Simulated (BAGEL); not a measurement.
# HF/aug-cc-pVDZ (density fitting with qzvpp-jkfit) run of BGeH4F (SMILES F[BH][GeH3])

Aim: the vertical electron affinity of BGeH4F at HF/aug-cc-pVDZ (density fitting with qzvpp-jkfit), from 2 runs. 

The results are computed with BAGEL 1.2.2.

3 further runs of the same task are left out: 3 that didn't finish. Runs told in other sessions of the task aren't counted.

### Step 1. The molecule

BGeH4F: 7 atoms, total charge 0, spin state singlet. SMILES: `F[BH][GeH3]`. The coordinates come from a PBE0-D4/def2-TZVP relaxation.

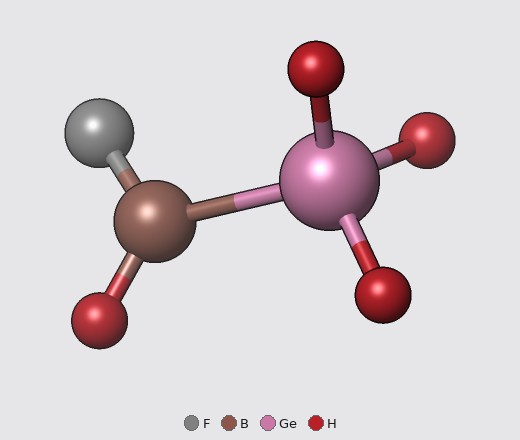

The structure, seen from a chosen angle (fluorine grey, boron brown, germanium pink, hydrogen red).

### Step 2. The energy at HF/aug-cc-pVDZ (density fitting with qzvpp-jkfit)

File hf.json:

```json
{ "bagel": [

{
  "title": "molecule",
  "basis": "aug-cc-pvdz.json",
  "df_basis": "qzvpp-jkfit",
  "angstrom": true,
  "geometry": [
    { "atom": "F", "xyz": [   -1.549700,   -1.445000,    0.521700 ] },
    { "atom": "B", "xyz": [   -0.299200,   -1.192600,    0.184900 ] },
    { "atom": "Ge", "xyz": [    0.266500,    0.782900,   -0.150800 ] },
    { "atom": "H", "xyz": [    0.433700,   -2.140500,    0.098300 ] },
    { "atom": "H", "xyz": [    1.736600,    0.890400,   -0.586300 ] },
    { "atom": "H", "xyz": [    0.083100,    1.616800,    1.130500 ] },
    { "atom": "H", "xyz": [   -0.609900,    1.420000,   -1.244100 ] }
  ]
},
{
  "title": "hf"
},
{
  "title": "print",
  "file": "orbitals.molden",
  "orbitals": true
}

]}
```

The basis set aug-cc-pVDZ is read from a file made from the Basis Set Exchange's data (not shown).

The run is started by

```
$ BAGEL_NUM_THREADS=1 BAGEL hf.json > hf.out
```

Standard output:

```text
* using 1 threads per process

  ===============================================================
  ===============================================================

  *** Geometry ***

  { "atom" : "F", "xyz" : [     -2.928509,     -2.730654,      0.985870 ] },
  { "atom" : "B", "xyz" : [     -0.565406,     -2.253687,      0.349410 ] },
  { "atom" : "Ge", "xyz" : [      0.503612,      1.479467,     -0.284971 ] },
  { "atom" : "H", "xyz" : [      0.819574,     -4.044959,      0.185760 ] },
  { "atom" : "H", "xyz" : [      3.281698,      1.682612,     -1.107946 ] },
  { "atom" : "H", "xyz" : [      0.157036,      3.055309,      2.136335 ] },
  { "atom" : "H", "xyz" : [     -1.152544,      2.683411,     -2.351008 ] },

  Number of auxiliary basis functions:      490

  Since a DF basis is specified, we compute 2- and 3-index integrals:
    o Being stored without compression. Storage requirement is 0.055 GB

  Number of basis functions:      118
  Number of electrons      :       50

    * METHOD: MOLECULE                             0.32

  *** RHF ***

  === Nuclear Repulsion ===
   161.1065926368

      * DIIS with orbital gradients will be used.

  === RHF iteration (aug-cc-pvdz.json) ===
      0      -2201.57241439          0.01600780           0.12
      1      -2201.73876890          0.01013582           0.11
      2      -2201.81945395          0.00179671           0.11
      3      -2201.82239147          0.00055437           0.11
      4      -2201.82261119          0.00007945           0.11
      5      -2201.82261785          0.00001522           0.11
      6      -2201.82261815          0.00000304           0.11
      7      -2201.82261816          0.00000093           0.11
      8      -2201.82261816          0.00000030           0.11
      9      -2201.82261816          0.00000008           0.11
     10      -2201.82261816          0.00000004           0.11
     11      -2201.82261816          0.00000001           0.11
     12      -2201.82261816          0.00000000           0.11
    * SCF iteration converged.

    * Permanent dipole moment:
           (   -0.300483,     0.085430,     0.069509) a.u.

    * METHOD: HF                                   1.73

    * METHOD: PRINT                                0.04

  ===============================================================
```

Wall time 2.2 s (1 thread of Arm Neoverse V1, shared host); peak memory 0.17 GiB.

### Step 3. The doublet anion, same level

File input.json:

```json
{ "bagel" : [

{
  "title" : "molecule",
  "basis" : "aug-cc-pvdz.json",
  "df_basis" : "qzvpp-jkfit",
  "angstrom" : true,
  "geometry" : [
    { "atom" : "F", "xyz" : [   -1.549700,   -1.445000,    0.521700 ] },
    { "atom" : "B", "xyz" : [   -0.299200,   -1.192600,    0.184900 ] },
    { "atom" : "Ge", "xyz" : [    0.266500,    0.782900,   -0.150800 ] },
    { "atom" : "H", "xyz" : [    0.433700,   -2.140500,    0.098300 ] },
    { "atom" : "H", "xyz" : [    1.736600,    0.890400,   -0.586300 ] },
    { "atom" : "H", "xyz" : [    0.083100,    1.616800,    1.130500 ] },
    { "atom" : "H", "xyz" : [   -0.609900,    1.420000,   -1.244100 ] }
  ]
},
{
  "title" : "uhf",
  "charge" : -1,
  "nopen" : 1
},
{
  "title" : "print",
  "file" : "orbitals.molden",
  "orbitals" : true
}

]}
```

The basis set aug-cc-pVDZ is read from a file made from the Basis Set Exchange's data (not shown).

The run is started by

```
$ BAGEL_NUM_THREADS=1 BAGEL input.json > input.out
```

Standard output:

```text
* using 1 threads per process

  ===============================================================
  ===============================================================

  *** Geometry ***

  { "atom" : "F", "xyz" : [     -2.928509,     -2.730654,      0.985870 ] },
  { "atom" : "B", "xyz" : [     -0.565406,     -2.253687,      0.349410 ] },
  { "atom" : "Ge", "xyz" : [      0.503612,      1.479467,     -0.284971 ] },
  { "atom" : "H", "xyz" : [      0.819574,     -4.044959,      0.185760 ] },
  { "atom" : "H", "xyz" : [      3.281698,      1.682612,     -1.107946 ] },
  { "atom" : "H", "xyz" : [      0.157036,      3.055309,      2.136335 ] },
  { "atom" : "H", "xyz" : [     -1.152544,      2.683411,     -2.351008 ] },

  Number of auxiliary basis functions:      490

  Since a DF basis is specified, we compute 2- and 3-index integrals:
    o Being stored without compression. Storage requirement is 0.055 GB

  Number of basis functions:      118
  Number of electrons      :       50

    * METHOD: MOLECULE                             0.32

  *** Open-shell HF ***

  === Nuclear Repulsion ===
   161.1065926368

      * DIIS with orbital gradients will be used.

  === UHF iteration (aug-cc-pvdz.json) ===
      0      -2201.39170339          0.04151896           0.23
      1      -2201.50651007          0.03951139           0.23
      2      -2201.63061613          0.02680705           0.22
      3      -2201.78746819          0.00472023           0.23
      4      -2201.79261009          0.00145249           0.23
      5      -2201.79329142          0.00052728           0.23
      6      -2201.79348639          0.00026948           0.23
      7      -2201.79356067          0.00014407           0.23
      8      -2201.79360945          0.00008183           0.23
      9      -2201.79363620          0.00004305           0.23
     10      -2201.79364527          0.00002400           0.23
     11      -2201.79364818          0.00001072           0.22
     12      -2201.79364855          0.00000300           0.22
     13      -2201.79364857          0.00000155           0.22
     14      -2201.79364858          0.00000081           0.23
     15      -2201.79364858          0.00000057           0.23
     16      -2201.79364858          0.00000031           0.23
     17      -2201.79364858          0.00000020           0.23
     18      -2201.79364858          0.00000009           0.23
     19      -2201.79364858          0.00000005           0.23
     20      -2201.79364858          0.00000003           0.22
     21      -2201.79364858          0.00000002           0.22
     22      -2201.79364858          0.00000001           0.21
     23      -2201.79364858          0.00000001           0.22
    * SCF iteration converged.

    * S^2 (UHF) is 0.7585

    * Permanent dipole moment:
           (    0.010579,    -1.608787,     0.111209) a.u.

    * METHOD: UHF                                  5.72

    * METHOD: PRINT                                0.04

  ===============================================================
```

Wall time 6.3 s (1 thread of Arm Neoverse V1, shared host); peak memory 0.17 GiB.

### Step 4. Outcome

Level: HF/aug-cc-pVDZ (density fitting with qzvpp-jkfit).

| quantity | value |
| --- | --- |
| singlet BGeH4F: total energy | -2201.82262 Eh |
| singlet BGeH4F: dipole moment | 0.81 D |
| singlet BGeH4F: HOMO energy | -11.17 eV |
| singlet BGeH4F: LUMO energy | 1.07 eV |
| singlet BGeH4F: HOMO–LUMO gap | 12.24 eV |
| doublet anion: total energy | -2201.79365 Eh |
| doublet anion: ⟨S²⟩ | 0.758 |
| vertical electron affinity (to the doublet anion) | -0.788 eV |

The anion lies 0.79 eV (18.2 kcal/mol) above the neutral: the electron isn't bound at this level, and such a value depends on the basis. Hartree–Fock misses the correlation that binds many anions.
